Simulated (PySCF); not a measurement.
## Electronic structure of C₄H₄BN₃O (SMILES N#CC1=CB(N)NC1=O) in real space

Input file:

```
{"job": {"kind": "nmr", "xc": "PBE0", "basis": "pcSseg-1"}, "charge": 0, "multiplicity": 1}
N     -3.644625    -1.266537    -0.302819
C     -2.584319    -0.840655    -0.200136
C     -1.274576    -0.348854    -0.081098
C     -0.131427    -1.023428    -0.298181
B      1.044028    -0.017565    -0.024383
N      2.410618    -0.203870    -0.102814
N      0.380023     1.201451     0.344131
C     -0.984630     1.076225     0.328401
O     -1.779033     1.943030     0.591608
H     -0.117302    -2.057931    -0.601687
H      2.832150    -1.075986    -0.368765
H      3.082677     0.516366     0.098722
H      0.762028     2.098239     0.599293
```

Run with:

```sh
OMP_NUM_THREADS=1 python probes_run.py task.json out
```

Geometry: GFN2-xTB.

The calculation used PBE0/pcSseg-1, SCF density, gas phase, non-relativistic (PySCF 2.14.0).

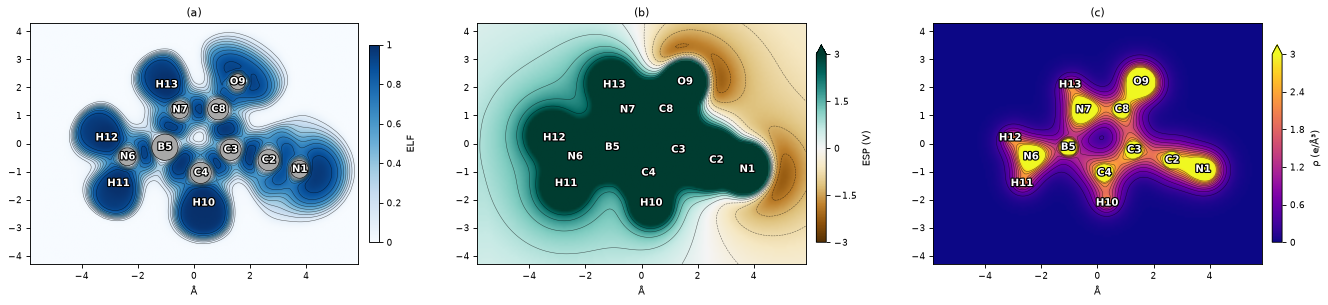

Figure 1. (a) ELF; (b) electrostatic potential; (c) electron density on the molecular plane. Grey discs cover the atomic cores in the ELF map.

> What do the fields say about this system?

The section cuts through N, C, B, O and H sites.
C–N (1.15 Å): ρ is about 3.5 e/Å³ halfway; the ELF peaks at about 0.90 between the atoms: a short, multiple covalent bond.
C–O (1.20 Å): ρ at the midpoint is about 3.3 e/Å³; the ELF peaks at about 0.85 between the atoms: a short, multiple covalent bond.
C–C (1.34 Å): ρ is about 2.2 e/Å³ halfway; the ELF peaks at about 0.90 between the atoms: a short, multiple covalent bond.
B–N (1.38 Å): ρ at the midpoint is about 2 e/Å³; the ELF peaks at about 0.95 between the atoms: a short, strongly polar bond.
C–B (1.57 Å): ρ at the midpoint is about 1.4 e/Å³; the ELF peaks at about 1 between the atoms; localised, covalent bonding.
The ELF also peaks beside N1 and O9, away from the bonds: lone-pair regions.
Outside the dense part of the molecule the potential is most negative (−2.2 V) near N1.

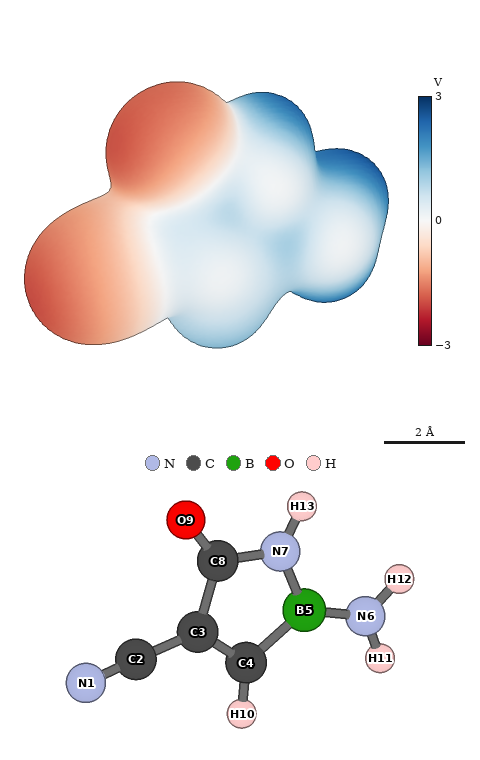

Figure 2. The molecular electrostatic potential painted on the density surface at 0.002 e/bohr³, seen at a tilt; the colour scale runs from red (negative) to blue (positive). The bare structure is drawn below in the same view.

> Where is the surface potential most negative and most positive?

The most negative region (about −1.9 V, or −44 kcal/mol for a unit charge) lies over N1 and O9, the most positive (about +2.6 V, or +60 kcal/mol for a unit charge) over H11 and H12.

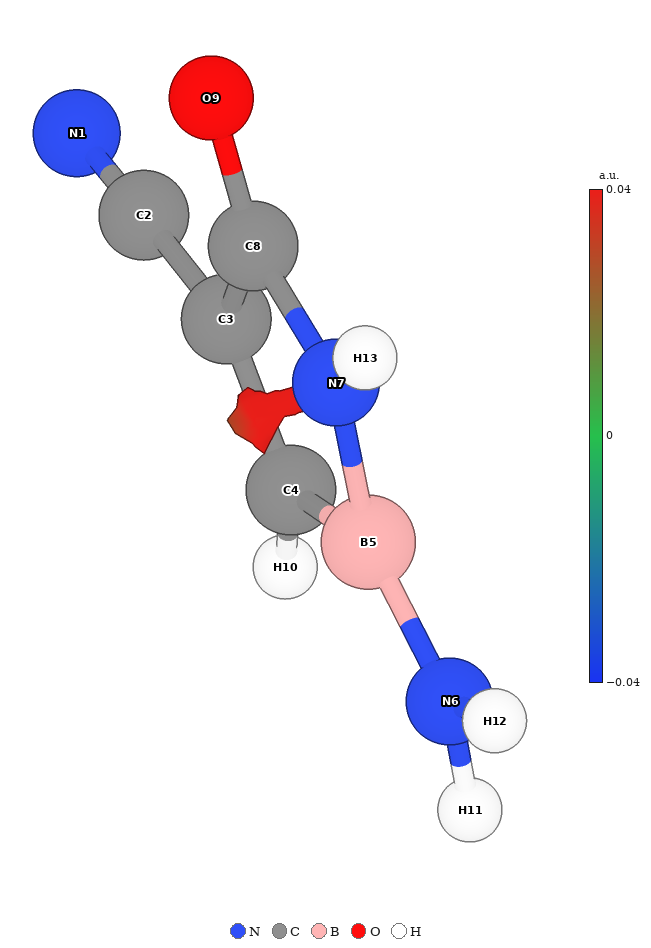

Figure 3. Non-covalent interaction (NCI) plot: the surface where the reduced density gradient is 0.5, for densities under 0.05 a.u., coloured by sign(λ₂)ρ; seen at an oblique angle.

> What holds or crowds the atoms apart from the covalent bonds?

Inside the ring or cage of C3, C4, B5, N7 and C8: steric crowding (red).
